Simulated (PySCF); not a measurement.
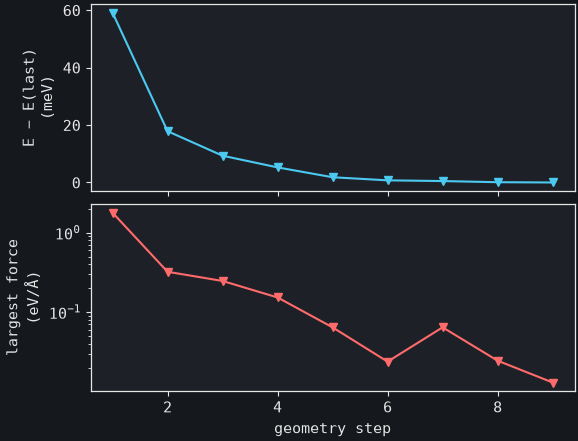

History of a geometry optimisation.

The run: C6H8O (SMILES C/C=C1C=C/1OC), by PBE0-D3(BJ)/def2-SVP, geometry optimisation in PySCF.

How did the optimisation end?

Answer. The optimisation met its thresholds at geometry 9, counting the start as the first. The energy fell by about 59 meV from the first step to the last. The largest force goes from about 1.8 eV/Å at the start to 0.013 eV/Å at the end.
